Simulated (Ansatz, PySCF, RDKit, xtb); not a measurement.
**Isomers of InHSeCl2, a sample narrowed down, part 1 of 2**

A sample of isomers of InHSeCl2 is drawn. Aim: find which of them has the lowest free energy at 298.15 K, then its properties. The sample is small against all isomers, and the most stable one of this formula need not be in it. One structure proposed beforehand is put among the starts (marked given), to see whether the search confirms or beats it.

Plan: many cheap relaxations first (GFN2-xTB), then density-functional screening, relaxation at PBE0-D4/def2-SVP, vibrations and a final energy. The numbers are computed, not measured.

1 further run of the same task is left out (set aside as unsound or not needed).

**1. Possible bonding patterns**

Isomers were drawn by moving bonds and hydrogen atoms under normal valences; this is a sample, not all of them. O–O, O–halogen and N–halogen bonds and N–N–N chains are not drawn. That gives 2 candidates.

```csv
label,SMILES,spin
c636,[Cl][In]([Cl])[SeH],singlet
c735,Cl[Se][InH][Cl],singlet
```

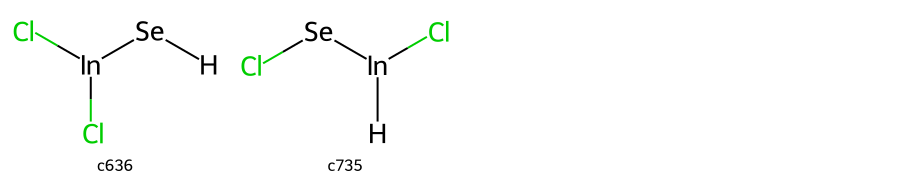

Structural formulas of the candidates.

Candidates are built by distance geometry, with a force field where one applies, in up to four conformers (letters a to d).

**2. Search with GFN2-xTB**

All 5 starts are relaxed the same way. One of them, c636a (given structure), in full:

Contents of start.xyz:

```xyz
5
c636a
Cl    -0.418000    -0.377200     2.017200
Cl     1.341900    -1.251600    -0.561300
In    -0.008900    -0.928700    -0.042600
Se     0.247400     1.518500    -0.397900
H     -1.112500     0.965300    -1.056800
```

Started as:

```
xtb start.xyz --gfn 2 --opt
```

What it wrote, cut to the lines that bear on the results:

```text
* xtb version 6.7.1
[...]
          :  # basis functions                  41          :
[...]
          :  # electrons                        24          :
[...]
          :  Hamiltonian                  GFN2-xTB          :
[...]
          :  net charge                          0          :
          :  unpaired electrons                  0          :
[...]
   *** convergence criteria satisfied after 16 iterations ***
[...]
   *** GEOMETRY OPTIMIZATION CONVERGED AFTER 29 ITERATIONS ***
[...]
   *** convergence criteria satisfied after 3 iterations ***
[...]
         ::                     SUMMARY                     ::
         :::::::::::::::::::::::::::::::::::::::::::::::::::::
         :: total energy             -14.144922806743 Eh    ::
         :: gradient norm              0.000404244393 Eh/a0 ::
         :: HOMO-LUMO gap              2.422798891672 eV    ::
         ::.................................................::
         :: SCC energy               -14.159544156677 Eh    ::
         :: -> isotropic ES            0.016233148458 Eh    ::
         :: -> anisotropic ES         -0.001219274858 Eh    ::
         :: -> anisotropic XC         -0.000089674554 Eh    ::
         :: -> dispersion             -0.004457161134 Eh    ::
         :: repulsion energy           0.014621349934 Eh    ::
         :: add. restraining           0.000000000000 Eh    ::
         :: total charge              -0.000000000000 e     ::
         :::::::::::::::::::::::::::::::::::::::::::::::::::::
[...]
        12        2.0000           -0.4129749             -11.2376 (HOMO)
        13                         -0.3239387              -8.8148 (LUMO)
[...]
     #   Z          covCN         q      C6AA      α(0)
     1  17 Cl       0.787    -0.148   103.637    15.573
     2  17 Cl       0.787    -0.128   102.992    15.524
     3  49 In       2.434     0.184   284.035    32.545
     4  34 Se       1.784    -0.080   238.330    26.902
     5   1 H        0.925     0.171     1.256     1.753
[...]
     #   Z sym  total        # sym  WBO       # sym  WBO       # sym  WBO
 ---------------------------------------------------------------------------
     1  17 Cl   1.392 --     3 In   1.044     4 Se   0.210     2 Cl   0.137
     2  17 Cl   1.420 --     3 In   1.070     4 Se   0.211     1 Cl   0.137
     3  49 In   3.107 --     2 Cl   1.070     1 Cl   1.044     4 Se   0.941
     4  34 Se   2.277 --     3 In   0.941     5 H    0.915     2 Cl   0.211
                             1 Cl   0.210
     5   1 H    0.971 --     4 Se   0.915
 ---------------------------------------------------------------------------
[...]
molecular dipole:
                 x           y           z       tot (Debye)
 q only:       -0.514       0.941      -0.292
   full:       -0.248       0.271       0.058       0.945
molecular quadrupole (traceless):
[...]
          | TOTAL ENERGY              -14.144922806743 Eh   |
          | GRADIENT NORM               0.000404244393 Eh/α |
          | HOMO-LUMO GAP               2.422798891672 eV   |
           -------------------------------------------------
[...]
```

It took 0.48 s on 2 threads of Intel Xeon Platinum 8259CL at 2.50GHz (Skylake/Cascade Lake), shared host.

**3. Distinct minima at GFN2-xTB**

5 of the 5 relaxations converged; 3 ended on a minimum already found. 2 distinct structures remain:

```csv
label,start,SMILES after,spin,energy (kcal/mol),note
c636a,given,[Cl][In]([Cl])[SeH],singlet,0.0,
c735a,drawn,[Cl][InH]1[Cl][Se]1 ‡,singlet,27.8,bonds changed
```

‡ marks the bonded skeleton alone, with all bonds drawn single: no Lewis structure was assigned that passes a check against the bond lengths.

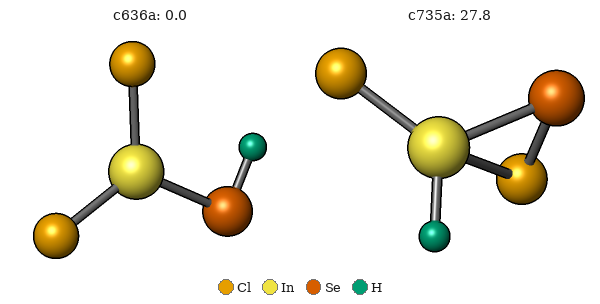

The 2 lowest minima that did not fall apart, with their GFN2-xTB energies in kcal/mol.

**4. Single points on the low minima**

A choice of the minima (the low ones first, few conformers of a pattern, up to a cap) and the lowest that fell apart get a single point at r2SCAN-D4/def2-SVP on the tight-binding geometry, and one at HF/STO-3G for comparison. The lowest singlets are also tried as triplets at the same geometry (label ending in t). The first, c636a:

Contents of input.yaml:

```yaml
crystal:
  periodic: [false, false, false]
  atoms:
    - symbol: Cl
      position_ang: [-0.706691, -0.930208, 2.049135]
    - symbol: Cl
      position_ang: [1.958632, -2.027475, -0.635690]
    - symbol: In
      position_ang: [0.359153, -0.522030, 0.044407]
    - symbol: Se
      position_ang: [-0.295205, 1.532403, -1.257082]
    - symbol: H
      position_ang: [-1.265989, 1.873610, -0.242171]
basis:
  gaussian: {orbitals: def2-SVP}
magnetization: {spin_polarized: false}
hamiltonian: {xc: {name: r2SCAN}, dispersion: d4}
scf: {lower_state_search: "off"}
output: {orbitals: {seedname: orbitals}}
```

Started as:

```
ansatz run input.yaml --threads 2 --pin off --max-ram 5220MiB --events-out events.jsonl --progress --plain --runs-dir runs
```

What it wrote, cut to the lines that bear on the results:

```text
Warning: RAYON_NUM_THREADS=2 ignored (pool sized by the plan → 2); use --threads N
Functional definition: r2SCAN
  name "r2SCAN"
[...]
1110 factors; their error is unknown
[...]
mean field -95573.32497518 eV, -3512.2549109115 hartree, gradient 1.8e-6 eV, S^2 0.000000; 0 other end points of the search recorded, 0 dependent functions left out
reference -95573.32498799 eV, -3512.2549113821 hartree; 45, 45 occupied and 54, 54 virtual orbitals, 1110 factors
Total energy: -95573.36262263 eV, -3512.2562944296 hartree
Checks for a lower state left out: stability, starts, cluster_reference, orbital_swaps, neighbouring_geometries, increment
```

It took 3.3 s on 2 threads of Intel Xeon Platinum 8259CL at 2.50GHz (Skylake/Cascade Lake), shared host.

Relative energies in kcal/mol, each column from its lowest structure that stays in one piece:

```csv
label,SMILES,spin,GFN2-xTB,HF/STO-3G,r2SCAN-D4/def2-SVP
c636a,[Cl][In]([Cl])[SeH],singlet,0.0,0.0,0.0
c735a,[Cl][InH]1[Cl][Se]1 ‡,singlet,27.8,53.5,46.9
c636at,[Cl][In]([Cl])[SeH],triplet,–,–,87.7
c735at,[Cl][InH]1[Cl][Se]1 ‡,triplet,–,–,92.7
```

‡ marks the bonded skeleton alone, with all bonds drawn single: no Lewis structure was assigned that passes a check against the bond lengths.

**5. Relaxing the best candidates**

3 candidates are relaxed at PBE0-D4/def2-SVP (chosen among the lowest in one piece, with other spins of them). The first, c636a:

Contents of input.yaml:

```yaml
crystal:
  periodic: [false, false, false]
  atoms:
    - {symbol: Cl, position_ang: [-0.706691, -0.930208, 2.049135]}
    - {symbol: Cl, position_ang: [1.958632, -2.027475, -0.635690]}
    - {symbol: In, position_ang: [0.359153, -0.522030, 0.044407]}
    - {symbol: Se, position_ang: [-0.295205, 1.532403, -1.257082]}
    - {symbol: H, position_ang: [-1.265989, 1.873610, -0.242171]}
basis:
  gaussian:
    orbitals: def2-SVP
total_charge: 0
hamiltonian:
  xc: {name: PBE0}
  dispersion: d4
scf:
  lower_state_search: off
relax:
  f_tol: 0.003
```

Started as:

```
ansatz run input.yaml --threads 2 --pin off --max-ram 5220MiB --events-out events.jsonl --progress --plain --runs-dir runs
```

What it wrote, cut to the lines that bear on the results:

```text
Warning: RAYON_NUM_THREADS=2 ignored (pool sized by the plan → 2); use --threads N
[...]
Functional definition: PBE0
  name "PBE0"
[...]
1085 factors; integrals over basis functions are off by at most 2.3e-4 eV
[...]
mean field -95557.09020084 eV, -3511.6582939588 hartree, gradient 6.9e-6 eV, S^2 0.000000; 0 other end points of the search recorded, 0 dependent functions left out
[...]
reference -95557.09023204 eV, -3511.6582951053 hartree; 45, 45 occupied and 54, 54 virtual orbitals, 1085 factors
relax step   1: F+E_penalty+E_count = -95557.23518785 eV  Δ(F+E_penalty+E_count) = +0.000e0 eV  max|allowed force component| = 6.957e-1 eV/Å  Δτ_max = 0.0000 Å  (14 SCF iters, accepted)
[...]
relax step   5: F+E_penalty+E_count = -95557.26668259 eV  Δ(F+E_penalty+E_count) = -6.147e-5 eV  max|allowed force component| = 8.944e-3 eV/Å  Δτ_max = 0.0082 Å  (14 SCF iters, accepted)
[...]
relax step   6: F+E_penalty+E_count = -95557.26670722 eV  Δ(F+E_penalty+E_count) = -2.463e-5 eV  max|allowed force component| = 6.744e-4 eV/Å  Δτ_max = 0.0038 Å  (13 SCF iters, accepted)
Total energy: -95557.26673858 eV, -3511.6647816010 hartree
Atom 0 at    -0.709805    -0.968379     2.091485 Å, force     0.000186     0.000003    -0.000245 eV/Å
Atom 1 at     1.962140    -2.010911    -0.652888 Å, force    -0.000259     0.000013     0.000004 eV/Å
Atom 2 at     0.332898    -0.498840     0.054038 Å, force     0.000040    -0.000127     0.000576 eV/Å
Atom 3 at    -0.273312     1.511408    -1.278612 Å, force     0.000413     0.000388    -0.000674 eV/Å
Atom 4 at    -1.262023     1.893021    -0.255423 Å, force    -0.000380    -0.000277     0.000340 eV/Å
Dipole moment:    -0.187963     0.372275    -0.136431 e Å
Checks for a lower state left out: stability, starts, cluster_reference, orbital_swaps, neighbouring_geometries, increment
```

Wall time 32 s (2 threads of Intel Xeon Platinum 8259CL at 2.50GHz (Skylake/Cascade Lake), shared host).

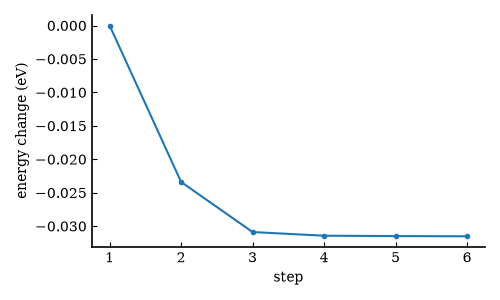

Energy along the run, all evaluated steps.

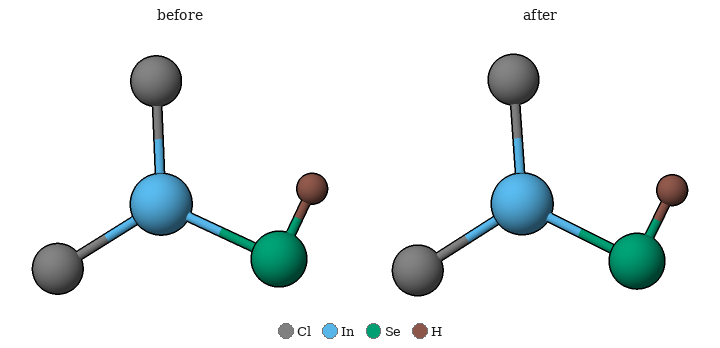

Before and after, at one scale.

After the run. Bond lengths: Cl1–In3 2.336 Å, Cl2–In3 2.332 Å, In3–Se4 2.487 Å, Se4–H5 1.473 Å. Angles: Cl1–In3–Cl2 116.5°, Cl1–In3–Se4 121.4°, Cl2–In3–Se4 122.1°, In3–Se4–H5 90.0°.

**6. Ranking at PBE0-D4/def2-SVP**

```csv
label,spin,r2SCAN-D4/def2-SVP (kcal/mol),"PBE0-D4/def2-SVP, relaxed (kcal/mol)",time
c636a,singlet,0.0,0.0,32 s
c735a,singlet,46.9,45.0,74 s
c636at,triplet,87.7,47.2,5.7 min
```

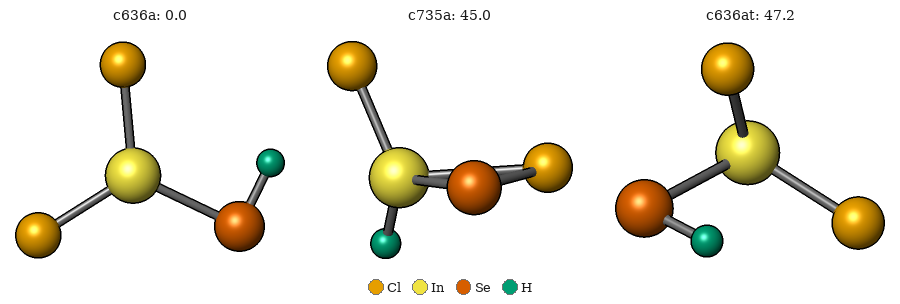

The relaxed structures, with energies at PBE0-D4/def2-SVP in kcal/mol.

**7. Harmonic analysis of the finalists**

The lowest few in one piece go on as finalists. Harmonic vibrations at PBE0-D4/def2-SVP test each finalist and give the zero-point energy and the thermal terms. The first, c636a:

Contents of input.yaml:

```yaml
basis:
  gaussian: {orbitals: def2-SVP}
crystal:
  periodic: [false, false, false]
  atoms:
    - {symbol: Cl, position_ang: [-0.709805, -0.968379, 2.091485]}
    - {symbol: Cl, position_ang: [1.962140, -2.010911, -0.652888]}
    - {symbol: In, position_ang: [0.332898, -0.498840, 0.054038]}
    - {symbol: Se, position_ang: [-0.273312, 1.511408, -1.278612]}
    - {symbol: H, position_ang: [-1.262023, 1.893021, -0.255423]}
hamiltonian: {xc: pbe0, dispersion: d4}
scf: {lower_state_search: "off"}
phonons: {}
```

Started as:

```
ansatz run input.yaml --threads 2 --pin off --max-ram 5220MiB --events-out events.jsonl --progress --plain --runs-dir runs
```

What it wrote, cut to the lines that bear on the results:

```text
Warning: RAYON_NUM_THREADS=2 ignored (pool sized by the plan → 2); use --threads N
Functional definition: PBE0
  name "PBE0"
[...]
1084 factors; integrals over basis functions are off by at most 2.2e-4 eV
[...]
mean field -95557.12257305 eV, -3511.6594836157 hartree, gradient 4.0e-6 eV, S^2 0.000000; 0 other end points of the search recorded, 0 dependent functions left out
[...]
reference -95557.12260442 eV, -3511.6594847682 hartree; 45, 45 occupied and 54, 54 virtual orbitals, 1084 factors
[...]
1084 factors; integrals over basis functions are off by at most 2.2e-4 eV
mean field -95557.12254178 eV, -3511.6594824665 hartree, gradient 1.0e-6 eV, S^2 0.000000; 0 other end points of the search recorded, 0 dependent functions left out
[...]
reference -95557.12257315 eV, -3511.6594836191 hartree; 45, 45 occupied and 54, 54 virtual orbitals, 1084 factors
[...]
mean field -95557.12254457 eV, -3511.6594825689 hartree, gradient 6.7e-7 eV, S^2 0.000000; 0 other end points of the search recorded, 0 dependent functions left out
[...]
reference -95557.12257593 eV, -3511.6594837215 hartree; 45, 45 occupied and 54, 54 virtual orbitals, 1084 factors
Total energy: -95557.26675893 eV, -3511.6647823491 hartree
Atom 0 at    -0.709805    -0.968379     2.091485 Å, force     0.000284    -0.000226    -0.000136 eV/Å
Atom 1 at     1.962140    -2.010911    -0.652888 Å, force    -0.000346    -0.000068     0.000220 eV/Å
Atom 2 at     0.332898    -0.498840     0.054038 Å, force     0.000035     0.000214     0.000210 eV/Å
Atom 3 at    -0.273312     1.511408    -1.278612 Å, force     0.000450     0.000289    -0.000620 eV/Å
Atom 4 at    -1.262023     1.893021    -0.255423 Å, force    -0.000422    -0.000209     0.000326 eV/Å
Dipole moment:    -0.187962     0.372276    -0.136432 e Å
Vibrations: 64.42 89.80 93.08 214.64 242.47 369.50 390.89 623.94 2451.14 cm⁻¹, zero-point energy 0.281436 eV
Checks for a lower state left out: stability, starts, cluster_reference, orbital_swaps, neighbouring_geometries, increment
```

It took 2.3 min on 2 threads of Intel Xeon Platinum 8259CL at 2.50GHz (Skylake/Cascade Lake), shared host.

**8. Zero-point energy and free-energy terms**

At 298.15 K and 1 atm, ideal gas, rigid rotor and harmonic oscillator:

```csv
label,SMILES,spin,point group,lowest mode (cm⁻¹),zero-point (kcal/mol),G − E (kcal/mol)
c636a,[Cl][In]([Cl])[SeH],singlet,Cs,64,6.5,-15.6
c735a,[Cl][InH]1[Cl][Se]1 ‡,singlet,C1,37,5.6,-17.0
c636at,[Cl][In]([Cl])[SeH],triplet,C1,50,6.0,-17.4
```

Chiral structures get −RT ln 2 for their mirror image.

‡ marks the bonded skeleton alone, with all bonds drawn single: no Lewis structure was assigned that passes a check against the bond lengths.

**9. The final energy**

Single points at CCSD(T)/def2-SVP + MP2/def2-TZVPP - MP2/def2-SVP on the refined geometries decide the order.

c636a, CCSD(T)/def2-SVP:

Contents of input.yaml:

```yaml
crystal:
  periodic: [false, false, false]
  atoms:
    - symbol: Cl
      position_ang: [-0.709805, -0.968379, 2.091485]
    - symbol: Cl
      position_ang: [1.962140, -2.010911, -0.652888]
    - symbol: In
      position_ang: [0.332898, -0.498840, 0.054038]
    - symbol: Se
      position_ang: [-0.273312, 1.511408, -1.278612]
    - symbol: H
      position_ang: [-1.262023, 1.893021, -0.255423]
basis:
  gaussian: {orbitals: def2-SVP}
correlation: {method: ccsd_t, frozen_orbitals: {Cl: 5, H: 0, Se: 9, In: 4}}
```

Started as:

```
ansatz run input.yaml --threads 2 --pin off --max-ram 5220MiB --events-out events.jsonl --progress --plain --runs-dir runs
```

What it wrote, cut to the lines that bear on the results:

```text
Warning: RAYON_NUM_THREADS=2 ignored (pool sized by the plan → 2); use --threads N
Functional definition: HF
  name "HF"
[...]
1015 factors; integrals over basis functions are off by at most 6.7e-4 eV
[...]
mean field -95463.01556421 eV, -3508.2011148286 hartree, gradient 1.3e-6 eV, S^2 0.000000; 0 other end points of the search recorded, 0 dependent functions left out
23 core orbitals not correlated: weight in the atoms' cores, before any rotation towards them, 1.000 or more for the frozen orbitals, at most 0.000 for the correlated occupied ones
reference -95463.01556421 eV, -3508.2011148286 hartree; 22, 22 occupied and 54, 54 virtual orbitals, 1015 factors
second order -15.64023181 eV of doubles, -0.00000000 eV of singles
cycle   1  -16.11057297 eV  change   -4.7e-1 eV  update   8.5e-2
[...]
cycle   9  -16.51989248 eV  change   -3.0e-6 eV  update   1.4e-5
perturbative correction -0.42196151 eV, -0.0155067995 hartree
Total energy: -95479.95741820 eV, -3508.8237164792 hartree
```

Wall time 13 s (2 threads of Intel Xeon Platinum 8259CL at 2.50GHz (Skylake/Cascade Lake), shared host).

**10. c636a at MP2/def2-TZVPP**

Contents of input.yaml:

```yaml
crystal:
  periodic: [false, false, false]
  atoms:
    - {symbol: Cl, position_ang: [-0.709805, -0.968379, 2.091485]}
    - {symbol: Cl, position_ang: [1.962140, -2.010911, -0.652888]}
    - {symbol: In, position_ang: [0.332898, -0.498840, 0.054038]}
    - {symbol: Se, position_ang: [-0.273312, 1.511408, -1.278612]}
    - {symbol: H, position_ang: [-1.262023, 1.893021, -0.255423]}
basis:
  gaussian:
    orbitals: def2-TZVPP
correlation:
  method: mp2
  frozen_orbitals: {Cl: 5, H: 0, Se: 9, In: 4}
```

Started as:

```
ansatz run input.yaml --threads 2 --pin off --max-ram 5220MiB --events-out events.jsonl --progress --plain --runs-dir runs
```

What it wrote:

```text
Warning: RAYON_NUM_THREADS=2 ignored (pool sized by the plan → 2); use --threads N
Functional definition: HF
  name "HF"
  exchange = exact_x
  correlation = 0
1379 factors; integrals over basis functions are off by at most 8.3e-4 eV
mean field evaluation 1: about -95478.2823 eV, gradient 2.1e1 eV
mean field evaluation 2: about -95478.3462 eV, gradient 2.1e1 eV
mean field evaluation 4: about -95479.8924 eV, gradient 2.0e0 eV
mean field evaluation 8: about -95479.9209 eV, gradient 2.3e-1 eV
mean field -95479.92115785 eV, -3508.8223839360 hartree, gradient 7.2e-6 eV, S^2 0.000000; 0 other end points of the search recorded, 0 dependent functions left out
23 core orbitals not correlated: weight in the atoms' cores, before any rotation towards them, 1.000 or more for the frozen orbitals, at most 0.000 for the correlated occupied ones
reference -95479.92115785 eV, -3508.8223839360 hartree; 22, 22 occupied and 151, 151 virtual orbitals, 1379 factors
second order -24.97707486 eV of doubles, -0.00000000 eV of singles
Total energy: -95504.89823271 eV, -3509.7402745069 hartree
```

Run time: 9.3 s. Hardware: 2 threads of Intel Xeon Platinum 8259CL at 2.50GHz (Skylake/Cascade Lake), shared host.

**11. c735a at CCSD(T)/def2-SVP**

Contents of input.yaml:

```yaml
basis:
  gaussian:
    orbitals: def2-SVP
crystal:
  periodic: [false, false, false]
  atoms:
    - {symbol: Cl, position_ang: [0.010251, 1.260670, 1.050597]}
    - {symbol: Cl, position_ang: [-2.247509, -0.843354, -1.929026]}
    - {symbol: In, position_ang: [-0.106372, -0.794592, -0.969783]}
    - {symbol: Se, position_ang: [-0.151012, -0.929743, 1.588090]}
    - {symbol: H, position_ang: [1.309084, -0.641307, -1.909828]}
correlation:
  method: ccsd_t
  frozen_orbitals: {Cl: 5, H: 0, Se: 9, In: 4}
```

Started as:

```
ansatz run input.yaml --threads 2 --pin off --max-ram 5220MiB --events-out events.jsonl --progress --plain --runs-dir runs
```

What it wrote, cut to the lines that bear on the results:

```text
Warning: RAYON_NUM_THREADS=2 ignored (pool sized by the plan → 2); use --threads N
Functional definition: HF
  name "HF"
[...]
1015 factors; integrals over basis functions are off by at most 7.4e-4 eV
[...]
mean field -95460.80240675 eV, -3508.1197827923 hartree, gradient 9.0e-7 eV, S^2 0.000000; 0 other end points of the search recorded, 0 dependent functions left out
23 core orbitals not correlated: weight in the atoms' cores, before any rotation towards them, 1.000 or more for the frozen orbitals, at most 0.000 for the correlated occupied ones
reference -95460.80240675 eV, -3508.1197827923 hartree; 22, 22 occupied and 54, 54 virtual orbitals, 1015 factors
second order -15.65072126 eV of doubles, -0.00000000 eV of singles
cycle   1  -16.15182563 eV  change   -5.0e-1 eV  update   9.2e-2
[...]
cycle   9  -16.62428512 eV  change   -2.2e-5 eV  update   5.4e-5
perturbative correction -0.45296400 eV, -0.0166461201 hartree
Total energy: -95477.87965588 eV, -3508.7473601223 hartree
```

It took 15 s on 2 threads of Intel Xeon Platinum 8259CL at 2.50GHz (Skylake/Cascade Lake), shared host.

(Continued in part 2 of 2.)
